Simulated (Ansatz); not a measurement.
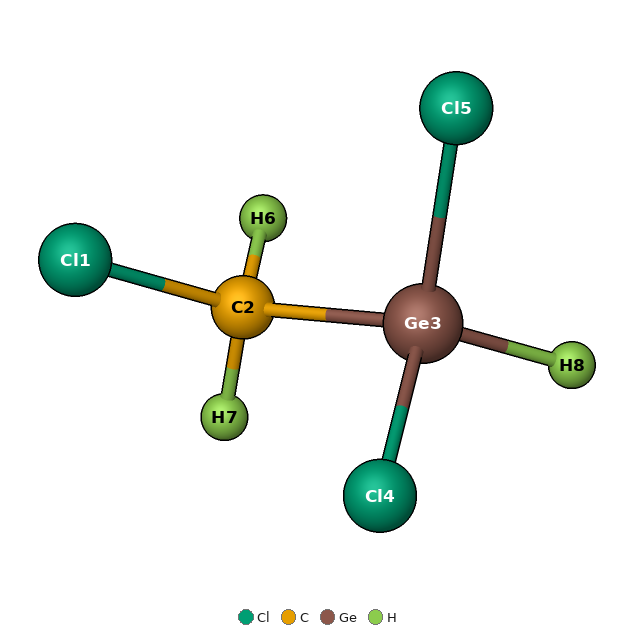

Harmonic vibrations computed with RKS PBE0-D4/def2-TZVP (Ansatz 0.2.0) at a stationary point of the same level.

Question: How many imaginary frequencies does it have?

Answer: A minimum: no imaginary frequency, and the lowest mode lies at 46 cm⁻¹.

Question: List the wavenumbers.

Answer: 18 modes: 46, 95, 149, 153, 250, 423, 443, 572, 686, 703, 761, 795, 1131, 1198, 1424, 2176, 3090, 3159 cm⁻¹.
